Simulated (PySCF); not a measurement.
Consider BCl (charge +1, doublet).

```xyz
2

B     0.0000    0.0000   -1.2245
Cl    0.0000    0.0000    0.3855
```

Theory: PySCF, PBE0/aug-cc-pVDZ(-PP), non-relativistic Hamiltonian with scalar-relativistic core potentials where named, at a bond length of 1.610 Å.

Q: What will maps of the electron density, electron localisation function and spin density show?

A: B–Cl (1.61 Å): ρ is about 1.7 e/Å³ halfway; the ELF peaks at about 0.85 between the atoms; a polar covalent bond.
The unpaired spin (1 electron) lies mostly on B1 (about 1.0), in electrons by Hirshfeld's partition.

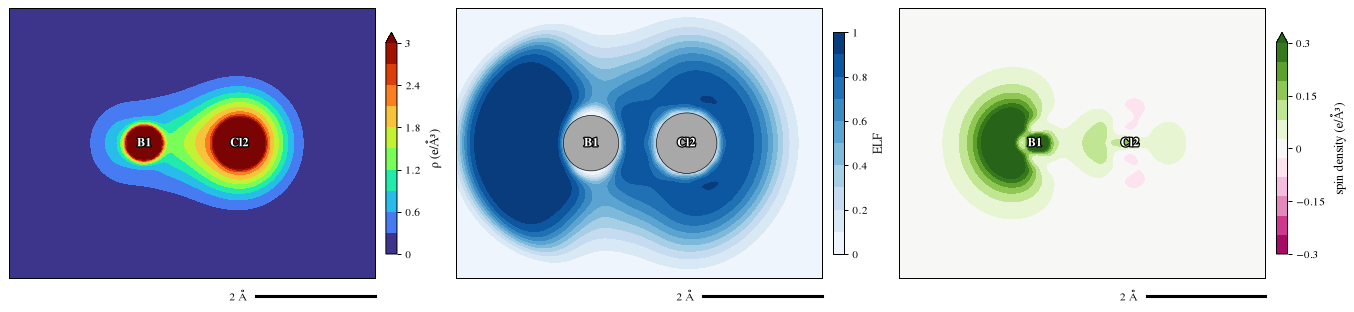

Computed electron density, electron localisation function and spin density on a plane that holds the molecular axis, in this order. Grey discs cover the atomic cores in the ELF map. 
